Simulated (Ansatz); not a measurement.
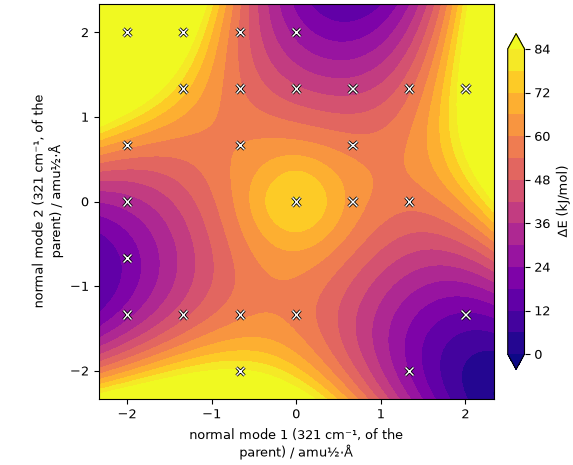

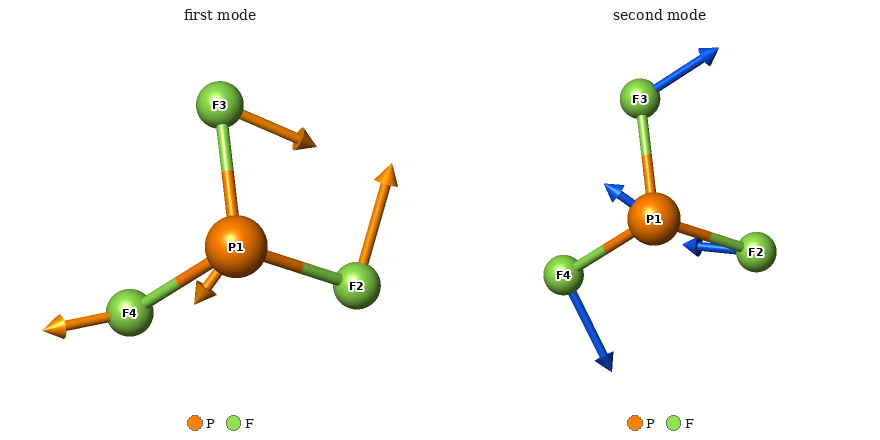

Energy landscape of F₃P, charge −1, spin multiplicity 2. Coordinates scanned: (1) normal mode 1 (321 cm⁻¹, of the parent); (2) normal mode 2 (321 cm⁻¹, of the parent). Nothing is relaxed (straight displacements along the two mass-weighted modes). The grid has 15 × 15 points. At 25 points there is no value. Points are written as (first, second). Energies: kJ/mol, counted from the lowest grid point. Near the degeneracy a single determinant is a rough description. Method: Ansatz, UKS PBE0-D4/def2-SVPD.

The picture shows filled contours, crosses at grid points without a value, one colour for all values above the top of the scale. Between grid points the surface is interpolated. The second picture is the reference structure; its two panels give the patterns of the first and the second mode as arrows.

Summarise what can be read from the map.

Answer. The lowest grid point is at (2.335 amu½·Å, −2.335 amu½·Å). It lies at the edge of the scanned range, so the true minimum may lie outside. The energy also falls towards the edge at (−2.335 amu½·Å, −1.001 amu½·Å) (12 kJ/mol above the lowest) and (0.667 amu½·Å, 2.335 amu½·Å) (13 kJ/mol above the lowest), where a further well may lie outside the range. The highest grid point, (−2.335 amu½·Å, 2.335 amu½·Å), lies 245 kJ/mol above the lowest.

Each point was launched as `ansatz run input.yaml --threads 1 --pin off --max-ram 2560MiB --backend cpu --events-out ev --progress --plain --runs-dir out`. Time for the 200 points that were run: 19 min on 1 thread of Arm Neoverse V1, with other jobs on the host.
